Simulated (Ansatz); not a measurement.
# FCI/STO-3G run of GeH2 (SMILES [H][Ge][H])

Aim: the energy change on altering one bond length of GeH2 at FCI/STO-3G, from 2 runs. 

Program for the calculation: Ansatz 0.2.0.

33 further runs of the same task are left out: 6 that didn't finish, 27 set aside as unsound or not needed.

## 1. Starting point

GeH2: 3 atoms, total charge 0, spin state singlet. SMILES: `[H][Ge][H]`. Geometry: a GFN2-xTB relaxation, a rough one for these elements and not checked as a minimum.

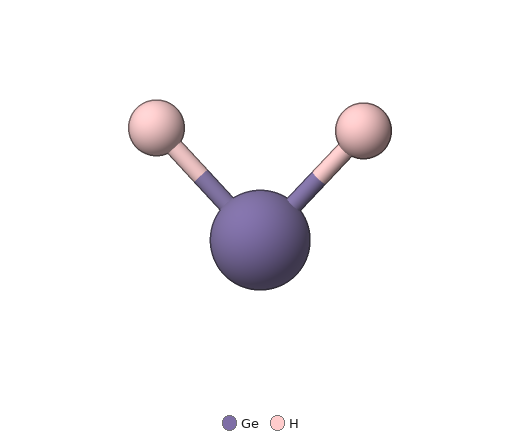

The structure, seen from a chosen angle (germanium purple, hydrogen pink).

## 2. The energy at FCI/STO-3G

Input file input.yaml:

```yaml
crystal:
  periodic: [false, false, false]
  atoms:
    - {symbol: Ge, position_ang: [0.004590, -0.009050, -0.781020]}
    - {symbol: H, position_ang: [1.098840, -0.017820, 0.398440]}
    - {symbol: H, position_ang: [-1.103430, 0.026870, 0.382580]}
basis:
  gaussian:
    orbitals: STO-3G
accuracy: high
correlation:
  method: fci
  frozen_orbitals: {Ge: 9, H: 0}
```

Run with:

```
$ ansatz run input.yaml --threads 1 --pin off --max-ram 2610MiB --events-out events.jsonl --progress --plain --runs-dir runs
```

The log of the run:

```text
Warning: RAYON_NUM_THREADS=1 ignored (pool sized by the plan → 1); use --threads N
Functional definition: HF
  name "HF"
  exchange = exact_x
  correlation = 0
235 factors; integrals over basis functions are off by at most 1.3e-8 eV
mean field evaluation 1: about -55859.8127 eV, gradient 5.4e0 eV
mean field evaluation 2: about -55859.8233 eV, gradient 5.4e0 eV
mean field evaluation 4: about -55860.0171 eV, gradient 3.8e-1 eV
mean field evaluation 8: about -55860.0179 eV, gradient 1.8e-7 eV
mean field -55860.01793559 eV, -2052.8177958530 hartree, gradient 1.7e-8 eV, S^2 0.000000; 0 other end points of the search recorded, 0 dependent functions left out; unrestricted orbitals would lower it
mean field evaluation 16: about -55860.0208 eV, gradient 2.8e-1 eV
9 core orbitals not correlated: weight in the atoms' cores, before any rotation towards them, 1.000 or more for the frozen orbitals, at most 0.000 for the correlated occupied ones
reference -55860.01793559 eV, -2052.8177958530 hartree; 8, 8 occupied and 3, 3 virtual orbitals, 235 factors
state -55861.49066535 eV, -2052.8719176733 hartree
Total energy: -55861.49066535 eV, -2052.8719176733 hartree
```

Run time: 0.38 s. Hardware: 1 thread of Arm Neoverse V1, shared host.

## 3. The distorted shape at the same level

Input file job.yaml:

```yaml
crystal:
  periodic: [false, false, false]
  atoms:
    - {symbol: Ge, position_ang: [0.281629, -0.018031, -1.071956]}
    - {symbol: H, position_ang: [1.375879, -0.026801, 0.107504]}
    - {symbol: H, position_ang: [-1.103430, 0.026870, 0.382580]}
basis:
  gaussian:
    orbitals: STO-3G
correlation:
  method: fci
  frozen_orbitals: {Ge: 9, H: 0}
accuracy: high
```

Run with:

```
$ ansatz run job.yaml --threads 1 --pin off --max-ram 2610MiB --events-out events.jsonl --progress --plain --runs-dir runs
```

The log of the run:

```text
Warning: RAYON_NUM_THREADS=1 ignored (pool sized by the plan → 1); use --threads N
Functional definition: HF
  name "HF"
  exchange = exact_x
  correlation = 0
232 factors; integrals over basis functions are off by at most 2.0e-8 eV
mean field evaluation 1: about -55857.7509 eV, gradient 8.8e0 eV
mean field evaluation 2: about -55857.7612 eV, gradient 8.7e0 eV
mean field evaluation 4: about -55858.3212 eV, gradient 5.1e-1 eV
mean field evaluation 8: about -55858.3221 eV, gradient 1.8e-6 eV
mean field -55858.32210233 eV, -2052.7554751301 hartree, gradient 6.3e-8 eV, S^2 0.000000; 0 other end points of the search recorded, 0 dependent functions left out; unrestricted orbitals would lower it
mean field evaluation 16: about -55858.3184 eV, gradient 1.6e-1 eV
9 core orbitals not correlated: weight in the atoms' cores, before any rotation towards them, 1.000 or more for the frozen orbitals, at most 0.000 for the correlated occupied ones
reference -55858.32210233 eV, -2052.7554751301 hartree; 8, 8 occupied and 3, 3 virtual orbitals, 232 factors
state -55860.26830317 eV, -2052.8269966917 hartree
Total energy: -55860.26830317 eV, -2052.8269966917 hartree
```

It took 0.38 s on 1 thread of Arm Neoverse V1, shared host.

## 4. Summary of results

At FCI/STO-3G, 9 core orbitals frozen:

| quantity | value |
| --- | --- |
| first shape: total energy | -2052.87192 Eh |
| first shape: correlation energy (9 core orbitals frozen) | -54.1 mEh |
| distorted shape: total energy | -2052.82700 Eh |
| distorted shape: correlation energy (9 core orbitals frozen) | -71.5 mEh |
| energy change with the Ge1–H3 bond stretched from 1.607 to 2.009 Å | 1.222 eV |

In words: With the Ge1–H3 bond stretched from 1.607 to 2.009 Å the energy rises by 1.22 eV (118 kJ/mol). The first shape isn't relaxed at this level, so the change isn't measured from a minimum. The minimal basis adds a large error of its own. The restricted solution (first shape) is unstable to spin breaking: an unrestricted one lies lower. The restricted solution (distorted shape) is unstable to spin breaking: an unrestricted one lies lower.
